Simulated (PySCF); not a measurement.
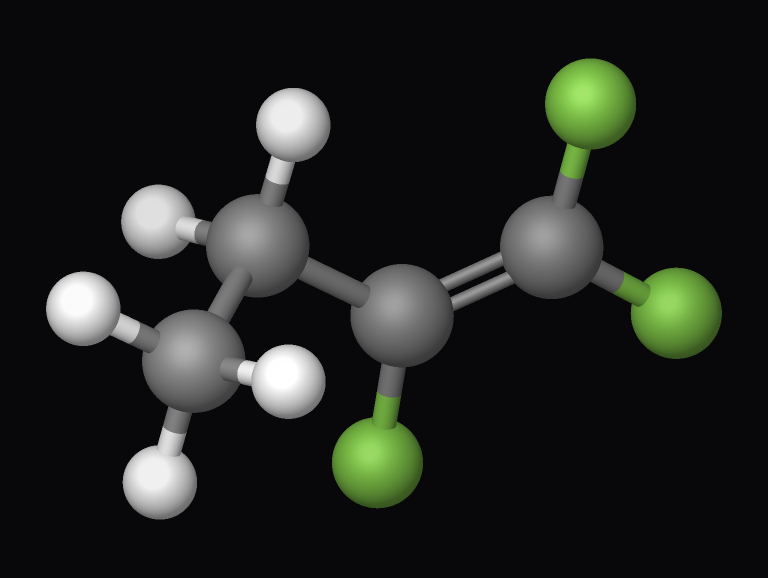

Rendered structure (ball-and-stick style). Double and triple bonds are drawn as two and three sticks. Colours: carbon grey, fluorine green, hydrogen white.

Describe the molecule.

Formula C4H5F3. As SMILES it reads `CCC(F)=C(F)F`. It has no ring. Among its groups: alkene, C–F bond. The point group is C1. Coordination: 2 C tetrahedral; 2 C trigonal planar.

More results for the same structure follow; atom numbers are the same in all pictures, views and colours differ. The geometry was computed by an optimisation with PBE0-D3(BJ)/def2-SVP. No frequency run is at hand to confirm it as a minimum.

Geometry

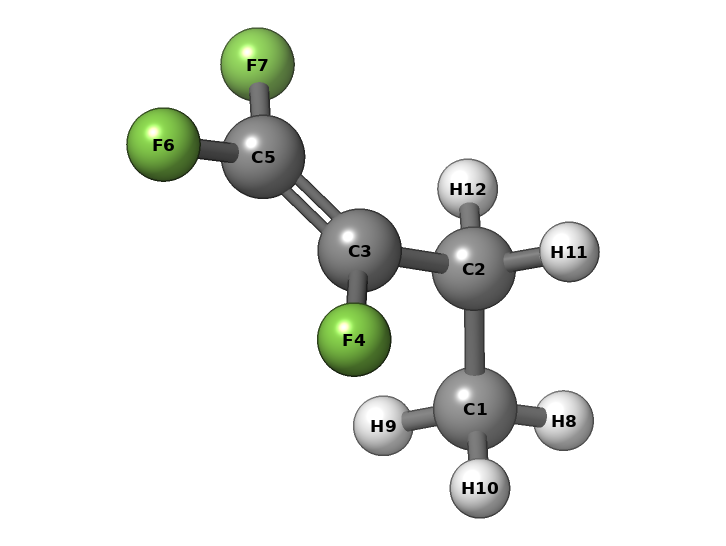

No frequency run is at hand to confirm it as a minimum.

What are the angles C2–C1–H8, C2–C1–H9, C2–C1–H10, C1–C2–C3, C1–C2–H11, C1–C2–H12, C3–C2–H11, C3–C2–H12, C2–C3–F4, C2–C3–C5, F4–C3–C5, C3–C5–F6, C3–C5–F7, F6–C5–F7?

```json
{"angle": "C2–C1–H8", "degrees": "110.8"}
{"angle": "C2–C1–H9", "degrees": "111.1"}
{"angle": "C2–C1–H10", "degrees": "110.8"}
{"angle": "C1–C2–C3", "degrees": "112.6"}
{"angle": "C1–C2–H11", "degrees": "109.7"}
{"angle": "C1–C2–H12", "degrees": "111.1"}
{"angle": "C3–C2–H11", "degrees": "108.2"}
{"angle": "C3–C2–H12", "degrees": "108.5"}
{"angle": "C2–C3–F4", "degrees": "115.8"}
{"angle": "C2–C3–C5", "degrees": "126.4"}
{"angle": "F4–C3–C5", "degrees": "117.8"}
{"angle": "C3–C5–F6", "degrees": "124.6"}
{"angle": "C3–C5–F7", "degrees": "123.4"}
{"angle": "F6–C5–F7", "degrees": "112.0"}
```

Dipole moment

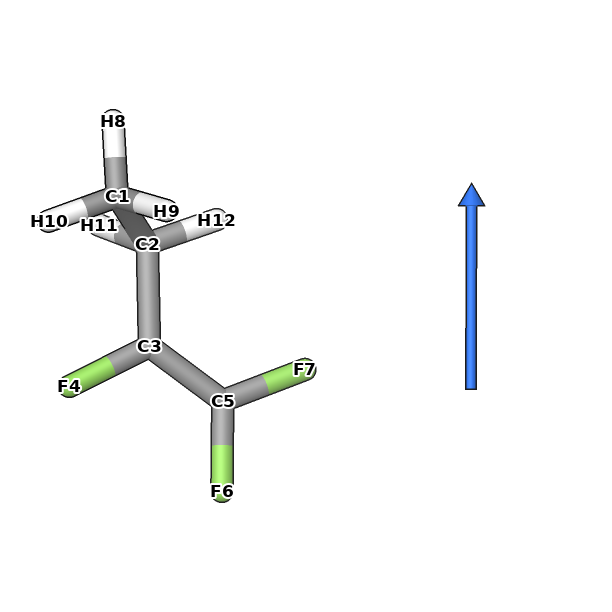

The arrow beside the molecule shows the direction of the dipole moment, from the negative to the positive end (its length means nothing). No frequency run is at hand to confirm it as a minimum. Method: PBE0/pcSseg-0, gas phase (PySCF 2.14.0).

> How large is the dipole moment?

2.11 D; it points from the side of F6 to the side of H8 (the outermost atoms at the two ends).

Levels of theory compared

No frequency run is at hand to confirm it as a minimum. Program: PySCF 2.14.0.

At this fixed geometry, give HOMO energy (eV), HOMO–LUMO gap (eV) at these levels: PBE0/6-311+G(2d,p); PBE0/6-31G*; PBE0/IGLO-III; PBE0/aug-cc-pVDZ; PBE0/cc-pVDZ; PBE0/cc-pVTZ; PBE0/def2-SVP; PBE0/def2-TZVP; PBE0/pcSseg-0; PBE0/pcSseg-2.

| level | HOMO energy (eV) | HOMO–LUMO gap (eV) |
| --- | --- | --- |
| PBE0/6-311+G(2d,p) | −7.11 | 7.24 |
| PBE0/6-31G* | −6.64 | 7.86 |
| PBE0/IGLO-III | −7.07 | 7.57 |
| PBE0/aug-cc-pVDZ | −7.07 | 6.90 |
| PBE0/cc-pVDZ | −6.78 | 7.81 |
| PBE0/cc-pVTZ | −6.97 | 7.74 |
| PBE0/def2-SVP | −6.94 | 7.82 |
| PBE0/def2-TZVP | −7.03 | 7.75 |
| PBE0/pcSseg-0 | −7.24 | 7.76 |
| PBE0/pcSseg-2 | −7.08 | 7.50 |

NMR shielding

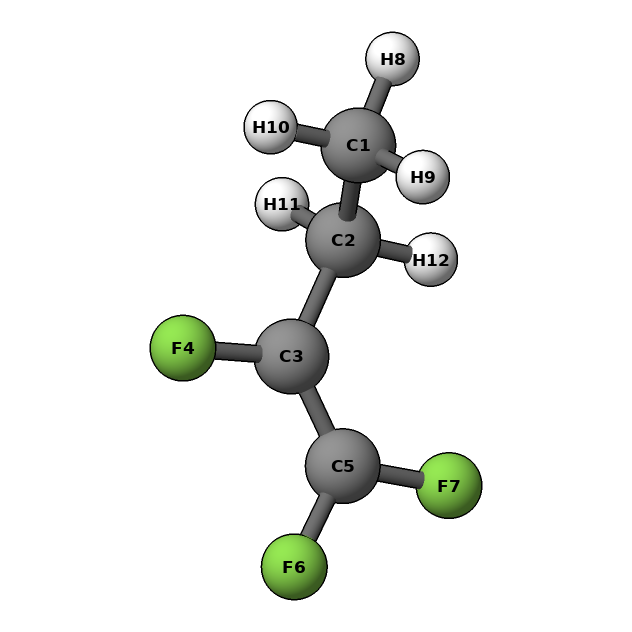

No frequency run is at hand to confirm it as a minimum. Method: GIAO PBE0/IGLO-III NMR shielding, non-relativistic, gas phase (PySCF 2.14.0). Principal shieldings σ11 ≤ σ22 ≤ σ33, span Ω = σ33 − σ11, skew κ = 3(σiso − σ22)/Ω.

> Which C atom has the most anisotropic shielding?

C5, with a span of 102 ppm.

Give the shielding tensors of the C atoms.

```tsv
atom	σ11	σ22	σ33	σiso	Ω	κ
C1	158.4	171.5	185.8	171.9	27.4	0.04
C2	151.3	161.7	168.9	160.6	17.7	−0.18
C3	7.8	46.1	80.5	44.8	72.6	−0.05
C5	−44.9	47.4	57.1	19.9	102.0	−0.81
```

Shieldings and span in ppm.

Charges

The questions are on Hirshfeld charges. No frequency run is at hand to confirm it as a minimum. Level of theory: PBE0/IGLO-III, gas phase (PySCF 2.14.0).

> Which atom carries the highest charge (most positive or least negative)?

C5 (0.14 e).

> And the lowest?

C1 (−0.12 e).

List the Hirshfeld charges.

```
atom  value (e)
  C1      −0.12
  C2      −0.08
  C3       0.04
  F4      −0.08
  C5       0.14
  F6      −0.07
  F7      −0.06
  H8       0.05
  H9       0.05
 H10       0.04
 H11       0.05
 H12       0.05
```
